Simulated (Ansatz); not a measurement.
# GaN: response to strain

Take GaN in the zinc blende structure (space group F-43m, No. 216; a = 4.4981 Å) as the base.

Strains are applied to the cell and any free atomic positions relax.

Method: Ansatz (a program for electronic structure), PBEsol, PAW, cutoff 420 eV, no spin-orbit coupling.

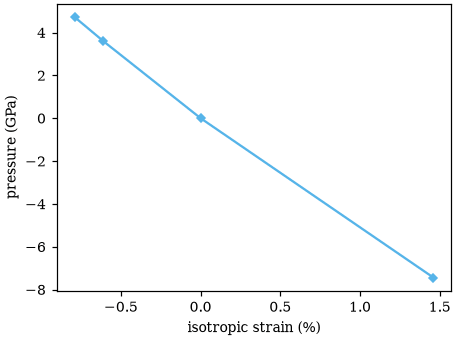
Fig. 1. Pressure against isotropic strain

```tsv
isotropic strain (%)	pressure
-0.79	4.72 GPa
-0.61	3.60 GPa
1.46	-7.44 GPa
```

Stability against distortions was not tested. This is not the structure that GaN has at room temperature and ambient pressure.
